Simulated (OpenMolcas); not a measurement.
# Mo⁵⁺ among point charges: CASSCF and CASPT2 levels and susceptibility

How does a field of 6 point charges split the states of Mo⁵⁺, and what χT follows?

Program: OpenMolcas 26.06. Level of theory: state-averaged CASSCF and CASPT2, spin-orbit coupling by RASSI with atomic mean-field integrals. These are calculated values, not measurements, unless marked.

**1. What is computed**

```
Species                           : Mo⁵⁺ (molybdenum, Z = 42, 37 electrons)
Basis                             : ANO-RCC-VTZP [7s6p4d2f1g], 68 functions
Scalar Hamiltonian                : DKH2, point nucleus
Inactive shells                   : 1s 2s 2p 3s 3p 3d 4s 4p
Active space                      : 1 electron in 5 orbitals (4d)
Some configurations of this space : 4d
Orbitals                          : optimised for each spin and parity, averaged over all roots
```

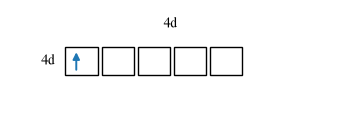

Outer shells as boxes.

The ion sits among 6 point charges of -1.7 e arranged as an octahedron (Oh), 2.09 Å from the ion.

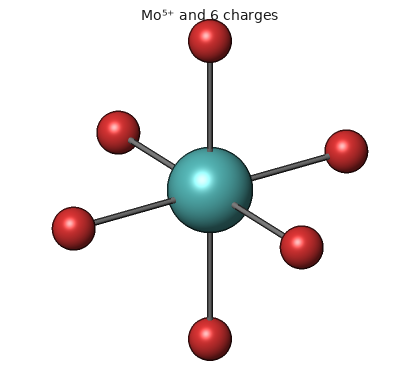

The ion and the point charges (red).

Each step is its own input file, run in one work folder so that later steps find the files of earlier ones. Labels, J, g values, rates, χT and fits are worked out afterwards by a script from the matrices that RASSI stores. The input lists half of the charges; inversion (Group=XYZ) makes the rest.

**2. Basis and integrals**

Input file a.inp:

```
&GATEWAY
Coord
1

Mo 0.0 0.0 0.0
Basis=ANO-RCC-VTZP
Group=XYZ
NoMove
AngMom=0.0 0.0 0.0
AMFI
XField
3 Angstrom 0
2.090000 0.000000 0.000000 -1.700000
0.000000 2.090000 0.000000 -1.700000
0.000000 0.000000 2.090000 -1.700000
&SEWARD
```

Started as:

```
$ OMP_NUM_THREADS=1 MOLCAS_MEM=1689 MOLCAS_PROJECT=a pymolcas a.inp > a.log
```

The program printed:

```text
Basis set label: MO.ANO-RCC...7S6P4D2F1G.

      Electronic valence basis set:
      ------------------
      Associated Effective Charge  42.000000 au
      Associated Actual Charge     42.000000 au
      Nuclear Model: Point charge

      Shell  nPrim  nBasis  Cartesian Spherical Contaminant
         s      21       7        X
         p      18       6        X
         d      13       4                 X
         f       6       2                 X
         g       4       1                 X
                  Relativistic Douglas-Kroll-Hess integrals:
                    - DKH order of Hamiltonian: 2
                    - DKH order of Properties : 0
                  Atomic mean-field integrals
```

**3. CASSCF: doublets of even parity, 5 roots**

Input file a.inp:

```
&RASSCF
FileOrb=start.orb
Symmetry=1
Spin=2
nActEl=1 0 0
Inactive=9 9
Ras2=5 0
CIRoot=5 5 1
SDav=5
CIMx=300
Iter=120 100
PrWF=0.3
OrbListing=Nothing
MaxOrb=0
>>> COPY $Project.JobIph JOB001
```

start.orb holds the contracted functions of the basis, ordered by shell, or the orbitals of the step before.

The program printed, cut to the lines that bear on the results:

```text
[...]
      Number of active orbitals                  5
[...]
      Spin quantum number                      0.5
[...]
      Active orbitals                            5   0
[...]
      Number of CSFs                             5
      Number of root(s) required                 5
[...]
      Convergence after  7 iterations
[...]
      Natural orbitals and occupation numbers for root  1
      sym 1:   1.000000   0.000000   0.000000   0.000000   0.000000
      Natural orbitals and occupation numbers for root  2
      sym 1:   0.000000   1.000000   0.000000  -0.000000   0.000000
      Natural orbitals and occupation numbers for root  3
      sym 1:   1.000000   0.000000   0.000000  -0.000000   0.000000
::    RASSCF root number  1 Total energy:  -4053.47192922
::    RASSCF root number  2 Total energy:  -4053.47192922
::    RASSCF root number  3 Total energy:  -4053.47192922
::    RASSCF root number  4 Total energy:  -4053.44245314
::    RASSCF root number  5 Total energy:  -4053.44245314
```

**4. RASSI: spin-orbit coupling between the states**

Input file a.inp:

```
&RASSI
NrOfJobIphs=1 5
1 2 3 4 5
IphNames
JOB001
EJob
SpinOrbit
DIPRint=1.0
SOCoupling=1000.0
Subsets=2
Property=9
'ANGMOM' 1 'ANGMOM' 2 'ANGMOM' 3 'MLTPL  1' 1 'MLTPL  1' 2 'MLTPL  1' 3
'AMFI' 1 'AMFI' 2 'AMFI' 3
SOProperty=3
'ANGMOM' 1 'ANGMOM' 2 'ANGMOM' 3
```

The program printed, cut to the lines that bear on the results:

```text
SPIN-FREE ENERGIES:
  (Shifted by EMIN (a.u.) =      -4053.4719292220)
 SF State       Relative EMIN(au)   Rel lowest level(eV)    D:o, cm**(-1)      L_eff
     1             0.0000000000        0.0000000000              0.0000         2.0
     2             0.0000000000        0.0000000000              0.0000         2.0
     3             0.0000000000        0.0000000000              0.0000         2.0
     4             0.0294760771        0.8020849193           6469.2512         2.0
     5             0.0294760771        0.8020849193           6469.2512         2.0
     Dipole printing threshold changed to   1.00000000E+00
Eigenvalues of complex Hamiltonian:
   -----------------------------------
  (Shifted by EMIN (a.u.) =      -4053.4719292220)
 SO State       Relative EMIN(au)   Rel lowest level(eV)    D:o, cm**(-1)     J-value
     1            -0.0031455030        0.0000000000              0.0000         1.6
     2            -0.0031455030        0.0000000000              0.0000         1.6
     3            -0.0031455030        0.0000000000              0.0000         1.2
     4            -0.0031455030        0.0000000000              0.0000         1.2
     5             0.0044151529        0.2057359271           1659.3722         2.0
     6             0.0044151529        0.2057359271           1659.3722         2.0
     7             0.0304140037        0.9132006976           7365.4604         2.2
     8             0.0304140037        0.9132006976           7365.4604         2.2
     9             0.0304140037        0.9132006976           7365.4604         1.2
    10             0.0304140037        0.9132006976           7365.4604         1.2
Weights of the five most important spin-orbit-free states for each spin-orbit state.
[...]
```

These steps: 2.2 s of run time, 1 thread of Intel Xeon Platinum 8259CL at 2.50GHz (Skylake/Cascade Lake), shared host.

Spin-free states, with their symmetry labels:

| state | degeneracy | E (cm-1) | free-ion L (%) |
| --- | --- | --- | --- |
| 2T2 | 3 | 0 | D (100) |
| 2E | 2 | 6469 | D (100) |

With spin-orbit coupling:

```csv
E (cm-1),Degeneracy,Label,2S+1,g
0.0,4,Γ8,2,
1659,2,Γ7,2,2.00 2.00 2.00
7365,4,Γ8,2,
```

Principal g values are given for doublets only; a zero marks a field direction without first-order Zeeman splitting.

Powder χT (cm³ K/mol): 0.05 at 2 K, 0.05 at 5 K, 0.05 at 10 K, 0.05 at 20 K, 0.06 at 50 K, 0.08 at 100 K, 0.09 at 150 K, 0.11 at 200 K, 0.12 at 250 K, 0.14 at 300 K.

A ligand-field fit to the states below 45000 cm-1 gives 10Dq = 6469 cm-1, the gap between the two states.

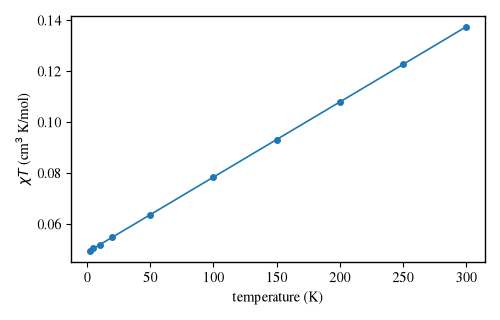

χT against temperature.

Orbitals of the lowest block (energies include the constant potential of the surroundings):

| shell | space | energy (hartree) | mean occupation | ⟨r²⟩ (bohr²) |
| --- | --- | --- | --- | --- |
| 1s | inactive | -738.5880 | 2.000 | 0.00163 |
| 2s | inactive | -107.0390 | 2.000 | 0.0277 |
| 2p | inactive | -95.4923 | 6.000 | 0.0219 |
| 3s | inactive | -19.3212 | 2.000 | 0.208 |
| 3p | inactive | -15.4225 | 6.000 | 0.213 |
| 3d | inactive | -9.0577 | 10.000 | 0.205 |
| 4s | inactive | -2.6707 | 2.000 | 1.32 |
| 4p | inactive | -1.4550 | 6.000 | 1.58 |
| 4d | RAS2 |  | 1.000 | 2.50 |

**5. CASPT2: IPEA 0.25, imaginary shift 0.1 (closed shells correlated: 4s 4p)**

Input file a.inp:

```
>>> COPY JOB001 $Project.JobIph
&CASPT2
Multistate=5 1 2 3 4 5
NoMult
Frozen=8 6
IPEA=0.25
Imaginary=0.1
MaxIter=60
WThr=0.0 0.3 0.05
PrWF=0.5
NoMix
```

The program printed:

```text
Orbital specifications:
      -----------------------

      Symmetry species                           1   2
                                                ag  au
      Frozen orbitals                            8   6
      Inactive orbitals                          1   3
      Active orbitals                            5   0
      Secondary orbitals                        22  23
      Deleted orbitals                           0   0
      Number of basis functions                 36  32
Type of calculation                        SS-CASPT2
      Fock operator                              state-specific
      IPEA shift                                 0.25
      Real shift                                 0.00
      Imaginary shift                            0.10
      The input orbitals will be transformed to quasi-canonical
Reference energy:       -4053.4719292220
      E2 (Non-variational):      -0.2374088572
      Shift correction:          -0.0000827411
      E2 (Variational):          -0.2374915983
      Total energy:           -4053.7094208203
      Residual norm:              0.0000002352
      Reference weight:           0.95999
      Contributions to the CASPT2 correlation energy
      Active & Virtual Only:          0.0000000000
      One Inactive Excited:          -0.0527453830
      Two Inactive Excited:          -0.1846634743
Reference energy:       -4053.4719292220
      E2 (Non-variational):      -0.2376485056
      Shift correction:          -0.0000831518
      E2 (Variational):          -0.2377316574
      Total energy:           -4053.7096608793
      Residual norm:              0.0000002369
      Reference weight:           0.95989
      Contributions to the CASPT2 correlation energy
      Active & Virtual Only:          0.0000000000
      One Inactive Excited:          -0.0529854506
      Two Inactive Excited:          -0.1846630550
::    CASPT2 Root  1     Total energy:  -4053.70942082
::    CASPT2 Root  2     Total energy:  -4053.70966088
::    CASPT2 Root  3     Total energy:  -4053.70942074
::    CASPT2 Root  4     Total energy:  -4053.67957838
::    CASPT2 Root  5     Total energy:  -4053.67963225
```

This run took 1.1 s in all on 1 thread of Intel Xeon Platinum 8259CL at 2.50GHz (Skylake/Cascade Lake), shared host.

SS-CASPT2: lowest energy less the reference's lowest, -0.2376 hartree; reference weights 0.960.

Spin-free states, with their symmetry labels:

| state | degeneracy | E (cm-1) | free-ion L (%) |
| --- | --- | --- | --- |
| 2T2 | 3 | 0 | D (100) |
| 2E | 2 | 6561 | D (100) |

With spin-orbit coupling:

| E (cm-1) | Degeneracy | Label | 2S+1 | g |
| --- | --- | --- | --- | --- |
| 0 | 4 | Γ8 | 2 |  |
| 1660 | 2 | Γ7 | 2 | 2.00 2.00 2.00 |
| 7450 | 4 | Γ8 | 2 |  |

Powder χT (cm³ K/mol): 0.05 at 2 K, 0.05 at 5 K, 0.05 at 10 K, 0.05 at 20 K, 0.06 at 50 K, 0.08 at 100 K, 0.09 at 150 K, 0.11 at 200 K, 0.12 at 250 K, 0.14 at 300 K.

A ligand-field fit to the states below 45000 cm-1 gives 10Dq = 6561 cm-1, the gap between the two states.

**6. The methods side by side**

A. CASSCF
B. SS-CASPT2, IPEA 0.25, imaginary shift 0.1 (closed shells correlated: 4s 4p)

```csv
method,ground state,first state of that spin (cm-1),first gap with spin-orbit (cm-1),χT at 300 K
A,2T2,2E 6469,1659.4,0.14
B,2T2,2E 6561,1656.8,0.14
```

**7. Results**

```
                                            quantity                                                                        value
                                              method  SS-CASPT2, IPEA 0.25, imaginary shift 0.1 (closed shells correlated: 4s 4p)
                              spin-free ground state                                              2T2, 3-fold in its orbital part
first state of the same spin within the active space                                                              2E at 6560 cm⁻¹
                                        lowest level                                                                    4-fold Γ8
                                          next level                                                                  1656.8 cm⁻¹
                                         χT at 300 K                                                               0.14 cm³ K/mol
                           effective moment at 300 K                                                                      1.05 μB
```

Cost by method:

| method | time of its own steps | time with the reference |
| --- | --- | --- |
| A. CASSCF | 2.2 s | 2.2 s |
| B. SS-CASPT2, IPEA 0.25, imaginary shift 0.1, +4s 4p | 1.1 s | 3.3 s |

Times are of one thread on a shared host.

**Reading.** The spin-free ground state (2T2) comes to 100 % from free-ion D terms and keeps the highest spin of the shell. χT at 300 K is 0.14, against 0.38 cm³ K/mol for the spin alone, so orbital moment lowers it. A ligand-field fit to the states below 45000 cm-1 gives 10Dq = 6561 cm-1, the gap between the two states. CASPT2 does not keep the components of a term degenerate, and the means are used. The field of point charges can differ much from that of real complexes. This is an electrostatic model: the charges have no orbitals.
